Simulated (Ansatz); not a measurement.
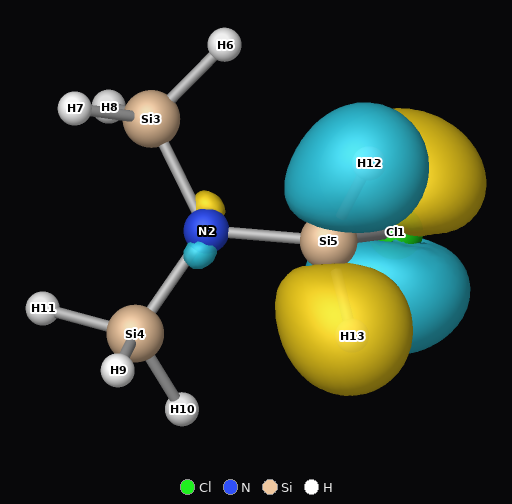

Figure. ClH₈NSi₃ (SMILES [SiH3]N([SiH3])[SiH2]Cl). The HOMO−1 at ±0.1 Å⁻³ᐟ² (yellow and cyan are the two phases), seen across its widest extent.

Geometry: B3LYP/6-31G*.

The calculation used isolated molecule in a Gaussian basis; Kohn-Sham density functional theory, functional PBE0 in Ansatz.

Input file:

```
crystal:
  periodic: [false, false, false]
  atoms:
    - {symbol: Cl, position_ang: [-0.981366, 2.330441, -1.247979]}
    - {symbol: N, position_ang: [1.066850, -0.093317, -0.957598]}
    - {symbol: Si, position_ang: [2.211236, 0.282504, 0.330659]}
    - {symbol: Si, position_ang: [0.416348, -1.730380, -1.067973]}
    - {symbol: Si, position_ang: [0.520524, 1.125438, -2.059669]}
    - {symbol: H, position_ang: [2.724200, 1.656644, 0.101826]}
    - {symbol: H, position_ang: [3.342098, -0.683228, 0.305017]}
    - {symbol: H, position_ang: [1.573978, 0.210787, 1.671258]}
    - {symbol: H, position_ang: [1.108297, -2.527144, -2.116190]}
    - {symbol: H, position_ang: [-1.032726, -1.687082, -1.388520]}
    - {symbol: H, position_ang: [0.620998, -2.395587, 0.244940]}
    - {symbol: H, position_ang: [1.622846, 2.042457, -2.420449]}
    - {symbol: H, position_ang: [-0.067782, 0.465509, -3.247129]}
basis:
  gaussian: {orbitals: def2-SVPD}
hamiltonian: {xc: pbe0}
output: {forces: true, orbitals: {seedname: orbitals}}
```

Command:

```sh
ansatz run input.yaml --threads 2 --pin off --max-ram 4350MiB --events-out events.jsonl --progress --plain --runs-dir runs
```

### What is the character of this orbital?

By Hirshfeld shares it lies mainly on Cl1 (about 65 %), Si5 (about 15 %), H12 (about 10 %) and H13 (about 10 %). Its energy is −8.90 eV.
